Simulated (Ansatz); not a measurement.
The starting structures come from a database of crystals and need not be the phases stable at ambient conditions.

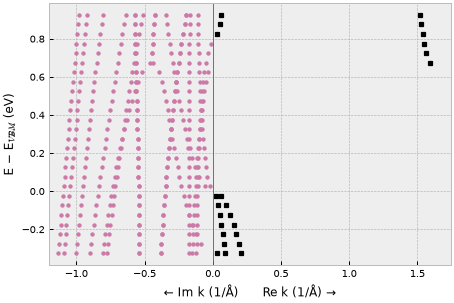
Complex bands at the centre of the two-dimensional zone; r2SCAN run with Ansatz (an electronic-structure program)

The gap is the functional's own, uncorrected, and κ follows it; spin-orbit coupling is left out. Mid-gap values are interpolated between the computed energies.

**Question.** This is SiGe (P6_3mc, wurtzite, not sure to be the ambient phase, 4 atoms a cell, 21.3 Å³ an atom) along the normal of (110). Read off the slowest decay at the centre of the two-dimensional zone at 0.33 eV, the computed energy nearest the middle of the gap.

**Answer.** κ ≈ 0.08 1/Å, a decay length 1/(2κ) of the density of 6.5 Å.
